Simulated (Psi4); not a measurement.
# HSE06/def2-TZVP (core potential) run of SnS (SMILES [S][Sn])

Aim: the vertical singlet–triplet gap of SnS at HSE06/def2-TZVP (core potential), from 2 runs. Input form: a Python script.

Program for the calculation: Psi4 1.11.

6 further runs of the same task are left out: 3 that didn't finish, 3 set aside as unsound or not needed.

### 1 The structure to begin with

SnS has 2 atoms, charge 0, and is taken as a singlet. SMILES: `[S][Sn]`. The bond length is the measured one.

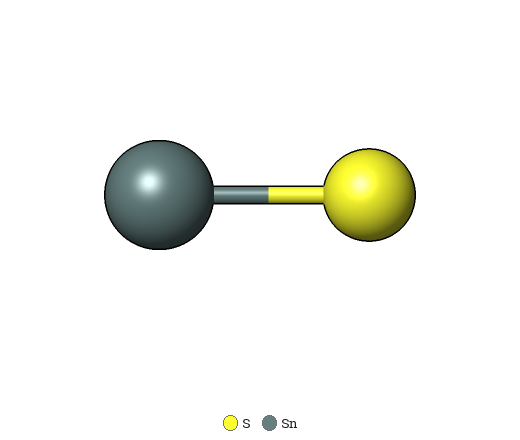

The structure, seen from a chosen angle (sulfur yellow, tin teal).

### 2 Energy and forces at HSE06/def2-TZVP (core potential)

File job.py:

```python
import psi4

psi4.set_memory(1600000000)
psi4.set_num_threads(1)
psi4.set_output_file('psi4.out', False)

geom = psi4.geometry("""
0 1
S
Sn 1 2.209026
symmetry c1
""")

options = {'basis': 'def2-TZVP', 'reference': 'rks', 'puream': True, 'e_convergence': 1e-09, 'd_convergence': 1e-08, 'scf_type': 'pk', 'dft_radial_points': 99, 'dft_spherical_points': 590}
psi4.set_options(options)

E, wfn = psi4.gradient('hse06', return_wfn=True)
psi4.oeprop(wfn, 'MULLIKEN_CHARGES', 'LOWDIN_CHARGES', 'WIBERG_LOWDIN_INDICES', title='HSE06')
print('gradient / Eh bohr^-1')
print(E.np.round(6))
print(f'energy = {wfn.energy():.10f} Eh')
```

Command:

```bash
python job.py
```

psi4.out:

```text
[...]
    !!!  WARNING: ECP capability is in beta. Please check occupations closely.  !!!
[...]
  Running in c1 symmetry.
[...]
  Nuclear repulsion =   84.322401889267027
[...]
  Multiplicity = 1
[...]
  Nalpha       = 19
  Nbeta        = 19
[...]
    Number of basis functions: 87
[...]
 WARNING: Atomic UHF is not converging! Try casting from a smaller basis or call Rob at CCMST.
   -------------------------
[...]
   @RKS iter   1:  -612.20399430265343   -1.08265e+00   8.57223e-03 ADIIS/DIIS
[...]
   @RKS iter  12:  -612.43284548697943   -1.59162e-12   8.20604e-10 DIIS
[...]
    Orbital Energies [Eh]
    ---------------------
    Doubly Occupied:
       1A    -88.989577     2A     -7.960378     3A     -5.891905
       4A     -5.891697     5A     -5.891697     6A     -5.150178
       7A     -3.484733     8A     -3.484733     9A     -3.474639
      10A     -1.048681    11A     -1.048681    12A     -1.044405
      13A     -1.040492    14A     -1.040492    15A     -0.668922
      16A     -0.427288    17A     -0.258737    18A     -0.255198
      19A     -0.255198
[...]
  @RKS Final Energy:  -612.43284548697943
   => Energetics <=
    Nuclear Repulsion Energy =             84.3224018892670273
    One-Electron Energy =               -1094.9928588537677570
    Two-Electron Energy =                 431.9134006922582785
    DFT Exchange-Correlation Energy =     -33.6757892147367741
    Empirical Dispersion Energy =           0.0000000000000000
    VV10 Nonlocal Energy =                  0.0000000000000000
    Total Energy =                       -612.4328454869793177
[...]
 Multipole Moments:
 ------------------------------------------------------------------------------------
     Multipole            Electronic (a.u.)      Nuclear  (a.u.)        Total (a.u.)
 ------------------------------------------------------------------------------------
 L = 1.  Multiply by 2.5417464519 to convert [e a0] to [Debye]
 Dipole X            :         -0.0000000            0.0000000           -0.0000000
 Dipole Y            :          0.0000000            0.0000000            0.0000000
 Dipole Z            :         34.7327912          -33.3971580            1.3356332
 Magnitude           :                                                    1.3356332
[...]
  -Total Gradient:
     Atom            X                  Y                   Z
    ------   -----------------  -----------------  -----------------
       1        0.000000000166    -0.000000000063    -0.001175030586
       2       -0.000000000258     0.000000000344     0.001149943933
[...]
  Mulliken Charges: (a.u.)
   Center  Symbol    Alpha    Beta     Spin     Total
       1     S     8.23967  8.23967  0.00000 -0.47934
       2    SN    10.76033 10.76033  0.00000  0.47934
   Total alpha = 19.00000, Total beta = 19.00000, Total charge = -0.00000
  Lowdin Charges: (a.u.)
   Center  Symbol    Alpha    Beta     Spin     Total
       1     S     8.03927  8.03927  0.00000 -0.07853
       2    SN    10.96073 10.96073  0.00000  0.07853
  Total alpha = 19.00000, Total beta = 19.00000, Total charge = -0.00000
[...]
```

The script printed:

```text
gradient / Eh bohr^-1
[[ 0.       -0.       -0.001175]
 [-0.        0.        0.00115 ]]
energy = -612.4328454870 Eh
```

Wall time 41 s (1 thread of Intel Xeon Platinum 8259CL at 2.50GHz (Skylake/Cascade Lake), shared host); peak memory 0.62 GiB.

### 3 The triplet, same level

File run.py:

```python
import psi4

psi4.set_memory(1600000000)
psi4.set_num_threads(1)
psi4.set_output_file('ssn.out', False)

geom = psi4.geometry("""
0 3
S      0.000000     0.000000     0.000000
Sn     0.000000     0.000000     2.209026
symmetry c1
""")

psi4.set_options({
    'basis': 'def2-TZVP',
    'reference': 'uks',
    'puream': True,
    'e_convergence': 1e-09,
    'd_convergence': 1e-08,
    'scf_type': 'pk',
    'dft_radial_points': 99,
    'dft_spherical_points': 590,
    'maxiter': 100,
})

e, wfn = psi4.gradient("HSE06", return_wfn=True)
print('gradient / Eh bohr^-1')
print(e.np.round(6))
print(f'energy = {wfn.energy():.10f} Eh')
```

Command:

```bash
python run.py
```

ssn.out:

```text
[...]
    !!!  WARNING: ECP capability is in beta. Please check occupations closely.  !!!
[...]
  Running in c1 symmetry.
[...]
  Nuclear repulsion =   84.322401889267027
[...]
  Multiplicity = 3
[...]
  Nalpha       = 20
  Nbeta        = 18
[...]
    Number of basis functions: 87
[...]
 WARNING: Atomic UHF is not converging! Try casting from a smaller basis or call Rob at CCMST.
   -------------------------
[...]
   @UKS iter   1:  -612.09304331533815   -9.71703e-01   8.37433e-03 DIIS/ADIIS
[...]
   @UKS iter  24:  -612.32413644487747    1.04592e-11   8.10005e-09 DIIS
[...]
   @S^2 Observed:                2.007599203E+00
[...]
    Orbital Energies [Eh]
    ---------------------
    Alpha Occupied:
       1A    -89.036110     2A     -8.009026     3A     -5.952567
       4A     -5.937524     5A     -5.935142     6A     -5.134734
       7A     -3.473300     8A     -3.462796     9A     -3.461909
      10A     -1.038893    11A     -1.033714    12A     -1.030961
      13A     -1.026916    14A     -1.022562    15A     -0.733611
      16A     -0.448182    17A     -0.341836    18A     -0.300301
      19A     -0.278432    20A     -0.143789
    Alpha Virtual:
      21A     -0.120047    22A     -0.007165    23A      0.080188
      24A      0.083538    25A      0.110979    26A      0.131321
[...]
  @UKS Final Energy:  -612.32413644487747
   => Energetics <=
    Nuclear Repulsion Energy =             84.3224018892670273
    One-Electron Energy =               -1094.4494299388632044
    Two-Electron Energy =                 431.4957798757731666
    DFT Exchange-Correlation Energy =     -33.6928882710544784
    Empirical Dispersion Energy =           0.0000000000000000
    VV10 Nonlocal Energy =                  0.0000000000000000
    Total Energy =                       -612.3241364448774675
[...]
 Multipole Moments:
 ------------------------------------------------------------------------------------
     Multipole            Electronic (a.u.)      Nuclear  (a.u.)        Total (a.u.)
 ------------------------------------------------------------------------------------
 L = 1.  Multiply by 2.5417464519 to convert [e a0] to [Debye]
 Dipole X            :         -0.0000003            0.0000000           -0.0000003
 Dipole Y            :          0.0000023            0.0000000            0.0000023
 Dipole Z            :         33.6143112          -33.3971580            0.2171532
 Magnitude           :                                                    0.2171532
[...]
  -Total Gradient:
     Atom            X                  Y                   Z
    ------   -----------------  -----------------  -----------------
       1        0.000000000947    -0.000000004905     0.089603159600
       2       -0.000000001458     0.000000004311    -0.089628668423
[...]
```

Standard output:

```text
gradient / Eh bohr^-1
[[ 0.       -0.        0.089603]
 [-0.        0.       -0.089629]]
energy = -612.3241364449 Eh
```

It took 52 s on 1 thread of Intel Xeon Platinum 8259CL at 2.50GHz (Skylake/Cascade Lake), shared host; peak memory 0.62 GiB.

### 4 Summary of results

At HSE06/def2-TZVP (core potential):

```
                                        quantity          value
                           singlet: total energy  -612.43285 Eh
                          singlet: dipole moment         3.39 D
                            singlet: HOMO energy       -6.94 eV
                            singlet: LUMO energy       -2.90 eV
                          singlet: HOMO–LUMO gap        4.05 eV
               singlet: largest force on an atom     0.060 eV/Å
                           triplet: total energy  -612.32414 Eh
                          triplet: dipole moment         0.55 D
     triplet: HOMO energy (highest over α and β)       -3.91 eV
                                   triplet: ⟨S²⟩          2.008
               triplet: largest force on an atom     4.609 eV/Å
vertical energy of the triplet above the singlet       2.958 eV
```

At this shape the triplet lies 2.96 eV (285 kJ/mol) above the singlet.
